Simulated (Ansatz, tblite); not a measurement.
# SiEtH3 (C2H8Si): one state, many levels, part 2 of 2

Aim: run the singlet of SiEtH3 (C2H8Si) at one geometry on many levels, and compare frontier levels, spin and run time.

Ansatz 0.2.0, Gaussian basis; as each input shows. Earlier steps stand in the parts before.

## 17. B3LYP-D4/6-31G

Contents of in.yaml:

```yaml
crystal:
  periodic: [false, false, false]
  atoms:
    - {symbol: Si, position_ang: [-0.310888, -0.427291, -1.370712]}
    - {symbol: C, position_ang: [-0.284417, -0.419253, 0.506466]}
    - {symbol: C, position_ang: [0.524862, 0.741128, 1.094372]}
    - {symbol: H, position_ang: [0.119992, -1.377800, 0.850447]}
    - {symbol: H, position_ang: [-1.319376, -0.382343, 0.864861]}
    - {symbol: H, position_ang: [0.514845, 0.725230, 2.187452]}
    - {symbol: H, position_ang: [1.569001, 0.698395, 0.773506]}
    - {symbol: H, position_ang: [0.125000, 1.707437, 0.775505]}
    - {symbol: H, position_ang: [1.078077, -0.469531, -1.904362]}
    - {symbol: H, position_ang: [-0.962660, 0.808831, -1.883417]}
    - {symbol: H, position_ang: [-1.054427, -1.604804, -1.894118]}
basis:
  gaussian: {orbitals: 6-31G}
hamiltonian: {xc: {name: B3LYP}, dispersion: d4}
scf: {omitted_lower_state_checks: [starts]}
output: {orbitals: {seedname: orbitals}}
```

Run with:

```bash
> ansatz run in.yaml --threads 4 --pin off --events-out ev --progress --plain --max-ram 3916MiB
```

Standard output, cut to the lines that bear on the results:

```text
Functional definition: B3LYP
  name "B3LYP"
  cite "Stephens, Devlin, Chabalowski & Frisch, J. Phys. Chem. 98, 11623 (1994) doi:10.1021/j100096a001"
  cite "Becke, Phys. Rev. A 38, 3098 (1988) doi:10.1103/PhysRevA.38.3098"
  cite "Lee, Yang & Parr, Phys. Rev. B 37, 785 (1988) doi:10.1103/PhysRevB.37.785"
  cite "Vosko, Wilk & Nusair, Can. J. Phys. 58, 1200 (1980) doi:10.1139/p80-159"
[...]
650 factors; integrals over basis functions are off by at most 1.9e-4 eV
[...]
mean field -10080.95836091 eV, -370.4683866445 hartree, gradient 6.7e-5 eV, S^2 0.000000; 0 other end points of the search recorded, 0 dependent functions left out
reference -10080.95857144 eV, -370.4683943814 hartree; 17, 17 occupied and 30, 30 virtual orbitals, 650 factors
Total energy: -10081.24228323 eV, -370.4788205972 hartree
Checks for a lower state left out: starts
```

It took 1 s on 4 threads of Intel Xeon at 2.50GHz, shared host.

Report: HOMO -8.25 eV, LUMO 1.24 eV.

## 18. CCSD(T)/def2-TZVPP

in.yaml, as its differences from that of step 17:

```diff
@@ -15,4 +15,4 @@
 basis:
-  gaussian: {orbitals: 6-31G}
-hamiltonian: {xc: {name: B3LYP}, dispersion: d4}
+  gaussian: {orbitals: def2-TZVPP, initial_orbitals: start.molden}
+correlation: {method: ccsd_t}
 scf: {omitted_lower_state_checks: [starts]}
```

The command is unchanged.

Standard output, cut to the lines that bear on the results:

```text
Functional definition: HF
  name "HF"
  cite "Fock, Z. Phys. 61, 126 (1930) doi:10.1007/BF01340294"
  parent pbe
[...]
1216 factors; integrals over basis functions are off by at most 1.1e-3 eV
[...]
mean field -10050.94928155 eV, -369.3655733188 hartree, gradient 3.5e-6 eV, S^2 0.000000; 0 other end points of the search recorded, 0 dependent functions left out
7 core orbitals not correlated: weight in the atoms' cores, before any rotation towards them, 1.000 or more for the frozen orbitals, at most 0.000 for the correlated occupied ones
reference -10050.94928155 eV, -369.3655733188 hartree; 10, 10 occupied and 199, 199 virtual orbitals, 1216 factors
second order -13.38911157 eV of doubles, -0.00000000 eV of singles
cycle   1  -14.29333092 eV  change   -9.0e-1 eV  update   7.6e-2
[...]
cycle   8  -14.73758794 eV  change   -6.4e-6 eV  update   1.9e-5
perturbative correction -0.51325311 eV, -0.0188617040 hartree
Total energy: -10066.20012260 eV, -369.9260313902 hartree
Checks for a lower state left out: starts
```

It took 46 s on 4 threads of Intel Xeon at 2.50GHz, shared host; peak memory 3.1 GiB.

Report: Hartree-Fock HOMO -11.66 eV, LUMO 3.33 eV; T1 0.010.

## 19. MP2/def2-TZVP

in.yaml, as its differences from that of step 18:

```diff
@@ -15,4 +15,4 @@
 basis:
-  gaussian: {orbitals: def2-TZVPP, initial_orbitals: start.molden}
-correlation: {method: ccsd_t}
+  gaussian: {orbitals: def2-TZVP, initial_orbitals: start.molden}
+correlation: {method: mp2}
 scf: {omitted_lower_state_checks: [starts]}
```

Same command.

Standard output:

```text
Functional definition: HF
  name "HF"
  cite "Fock, Z. Phys. 61, 126 (1930) doi:10.1007/BF01340294"
  parent pbe
  exchange = exact_x
  correlation = 0
these checks for a lower state are left out or cut short: starts
1008 factors; integrals over basis functions are off by at most 1.3e-3 eV
mean field evaluation 1: about -10050.2582 eV, gradient 2.3e1 eV
mean field evaluation 2: about -10050.7649 eV, gradient 5.7e-1 eV
mean field evaluation 4: about -10050.8900 eV, gradient 2.8e-3 eV
mean field evaluation 8: about -10050.8900 eV, gradient 2.6e-6 eV
mean field -10050.88998866 eV, -369.3633943454 hartree, gradient 2.4e-6 eV, S^2 0.000000; 0 other end points of the search recorded, 0 dependent functions left out
7 core orbitals not correlated: weight in the atoms' cores, before any rotation towards them, 1.000 or more for the frozen orbitals, at most 0.000 for the correlated occupied ones
reference -10050.88998866 eV, -369.3633943454 hartree; 10, 10 occupied and 130, 130 virtual orbitals, 1008 factors
second order -12.74635658 eV of doubles, -0.00000000 eV of singles
Total energy: -10063.63634524 eV, -369.8318143098 hartree
Checks for a lower state left out: starts
```

It took 1.8 s on 4 threads of Intel Xeon at 2.50GHz, shared host.

Report: Hartree-Fock HOMO -11.66 eV, LUMO 3.33 eV.

## 20. RPA/def2-TZVP

in.yaml, as its differences from that of step 19:

```diff
@@ -16,4 +16,4 @@
   gaussian: {orbitals: def2-TZVP, initial_orbitals: start.molden}
-correlation: {method: mp2}
+hamiltonian: {xc: pbe}
+correlation: {method: rpa}
 scf: {omitted_lower_state_checks: [starts]}
-output: {orbitals: {seedname: orbitals}}
```

Same command.

Standard output:

```text
Functional definition: PBE
  name "PBE"
  cite "Perdew, Burke & Ernzerhof, Phys. Rev. Lett. 77, 3865 (1996) doi:10.1103/PhysRevLett.77.3865"
  parent pbe
  parameter kappa = 0.804
  parameter beta = 0.06672455060314922
  exchange = pbe_x(kappa = kappa, mu = beta*pi^2/3)
  correlation = pbe_c(beta = beta)
these checks for a lower state are left out or cut short: starts
1008 factors; integrals over basis functions are off by at most 1.3e-3 eV
mean field evaluation 1: about -10075.5806 eV, gradient 8.3e0 eV
mean field evaluation 2: about -10075.6491 eV, gradient 7.3e-2 eV
mean field evaluation 4: about -10075.6433 eV, gradient 7.5e-5 eV
mean field -10075.64326800 eV, -370.2730605828 hartree, gradient 8.4e-6 eV, S^2 0.000000; 0 other end points of the search recorded, 0 dependent functions left out
7 core orbitals not correlated: weight in the atoms' cores, before any rotation towards them, 1.000 or more for the frozen orbitals, at most 0.000 for the correlated occupied ones
reference -10049.93878873 eV, -369.3284383927 hartree; 10, 10 occupied and 130, 130 virtual orbitals, 1008 factors
Total energy: -10072.98994497 eV, -370.1755527598 hartree
Checks for a lower state left out: starts
```

It took 3.2 s on 4 threads of Intel Xeon at 2.50GHz, shared host.

## 21. Comparison

```tsv
level	functions	HOMO (eV)	LUMO (eV)	gap (eV)	time
HF/STO-3G	27	-10.04	13.82	23.86	0.3 s
HF/6-31G	47	-11.56	4.34	15.89	0.51 s
LDA/def2-TZVP	147	-7.32	-0.29	7.04	1.8 s
PBE-D4/def2-SVP	86	-7.22	0.40	7.62	1.2 s
PBE-D4/def2-TZVP	147	-7.25	-0.08	7.17	2.3 s
revPBE-D4/def2-TZVP	147	-7.22	0.01	7.22	2.2 s
r2SCAN-D4/def2-TZVP	147	-7.52	0.46	7.98	2.9 s
r2SCANh-D4/def2-TZVP	147	-7.99	0.71	8.70	3.7 s
B3LYP-D4/6-31G	47	-8.25	1.24	9.49	1 s
PBE0-D4/def2-SVP	86	-8.54	1.23	9.78	1.2 s
PBE0-D4/def2-TZVP	147	-8.53	0.71	9.24	2.3 s
r2SCAN0-D4/def2-TZVP	147	-8.71	1.06	9.77	3.4 s
BHLYP-D4/def2-TZVP	147	-9.76	1.39	11.15	2.2 s
ωB97X-V/def2-TZVP	147	-10.93	2.58	13.51	6.5 s
```

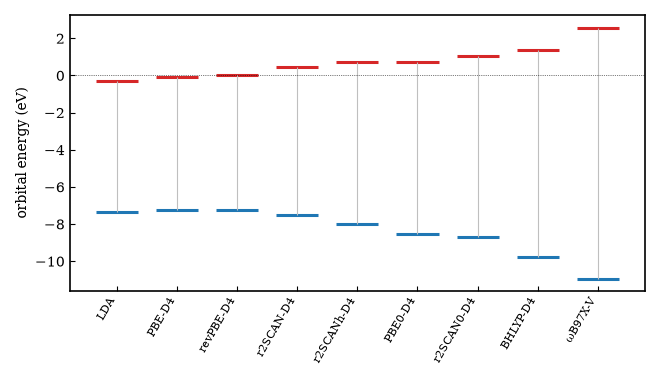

Highest filled (blue) and lowest empty (red) level in def2-TZVP.

The pieces so far (eV):

```tsv
basis	HF	MP2 correlation	CCSD correlation	(T)	total
def2-TZVPP	-10050.9493	-13.3891	-14.7376	-0.5133	-10066.2001
def2-TZVP	-10050.8900	-12.7464			-10063.6363 (MP2)
```

## 22. Binding energy

Free atoms were run apart at each level; binding is atoms less cluster, divided by the number of atoms, without zero-point or spin-orbit terms.

Differences are taken before rounding.

```tsv
method	binding an atom (eV)	from CCSD(T)/def2-TZVPP (eV)	time
HF/STO-3G	3.674	+0.118	0.3 s
HF/6-31G	2.603	-0.953	0.51 s
HF/def2-TZVP	2.793	-0.763	
HF/def2-TZVPP	2.799	-0.758	
LDA/def2-TZVP	4.022	+0.465	1.8 s
PBE-D4/def2-SVP	3.642	+0.085	1.2 s
PBE-D4/def2-TZVP	3.631	+0.074	2.3 s
revPBE-D4/def2-TZVP	3.575	+0.019	2.2 s
r2SCAN-D4/def2-TZVP	3.621	+0.064	2.9 s
r2SCANh-D4/def2-TZVP	3.613	+0.056	3.7 s
B3LYP-D4/6-31G	3.514	-0.043	1 s
PBE0-D4/def2-SVP	3.628	+0.072	1.2 s
PBE0-D4/def2-TZVP	3.614	+0.058	2.3 s
r2SCAN0-D4/def2-TZVP	3.602	+0.046	3.4 s
BHLYP-D4/def2-TZVP	3.576	+0.020	2.2 s
ωB97X-V/def2-TZVP	3.635	+0.078	6.5 s
MP2/def2-TZVP	3.489	-0.068	1.8 s
CCSD/def2-TZVPP	3.526	-0.030	
CCSD(T)/def2-TZVPP	3.557	0	46 s
```

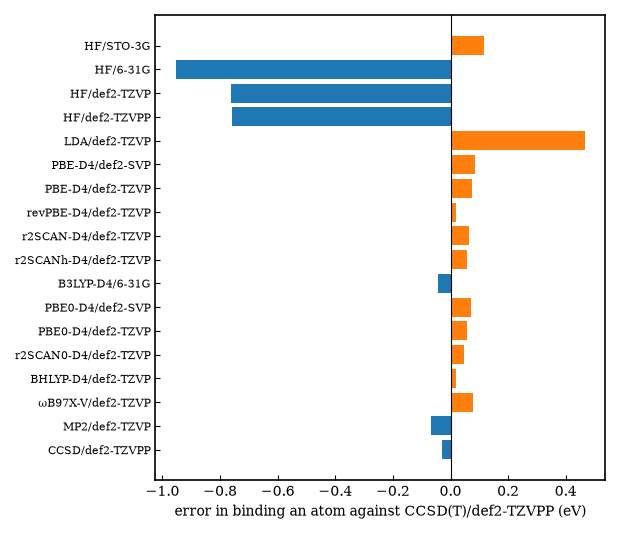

Deviations from CCSD(T)/def2-TZVPP, method by method.

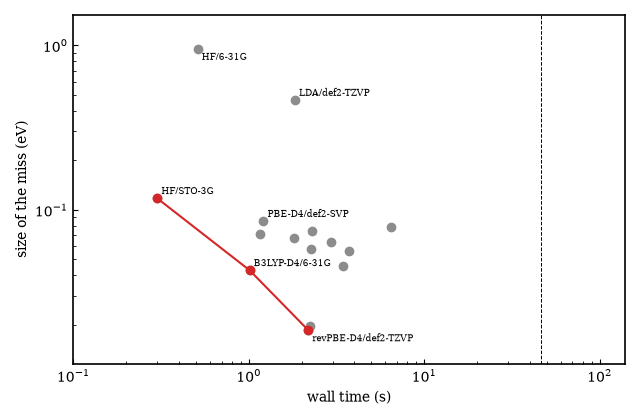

Accuracy for the time spent; red marks the levels that beat every quicker one drawn (of those quicker than the yardstick), and the dashed line is the time of CCSD(T)/def2-TZVPP. Only those levels and the largest misses are named. Times are from a shared host.

## 23. Summary of results

This closing draws on all 2 parts.

| quantity | value |
| --- | --- |
| gap in def2-TZVP, named functionals, smallest and largest | 7.04 eV (LDA), 13.51 eV (ωB97X-V) |
| correlation energy, CCSD(T)/def2-TZVPP | -15.25 eV |
| correlation energy, MP2/def2-TZVP | -12.75 eV |
| binding an atom, CCSD(T)/def2-TZVPP | 3.557 eV |
| PBE0 total energy, smallest basis above largest | 5.10 eV (def2-SVP, def2-TZVP) |

What this shows: Orbital gaps of the named functionals in def2-TZVP span 7.04 eV (LDA) to 13.51 eV (ωB97X-V); exact exchange widens it. A small miss in a minimal or small basis is a cancelling of errors, not accuracy. The functionals in def2-TZVP miss CCSD(T)/def2-TZVPP by +0.019 (revPBE-D4) to +0.465 eV (LDA) an atom. The reference is CCSD(T) in one finite basis, so it carries an error of its own, often a tenth of an eV or more, and near misses can't be ranked.

revPBE-D4/def2-TZVP reaches 0.019 eV from the reference in 2.2 s, where CCSD(T)/def2-TZVPP took 46 s; the quickest level in the cost chart, HF/STO-3G, takes 0.3 s and misses by 0.118 eV. The slowest run with a step of its own, CCSD(T)/def2-TZVPP, took 46 s; the quickest functional in def2-TZVP took 1.8 s (shared host).
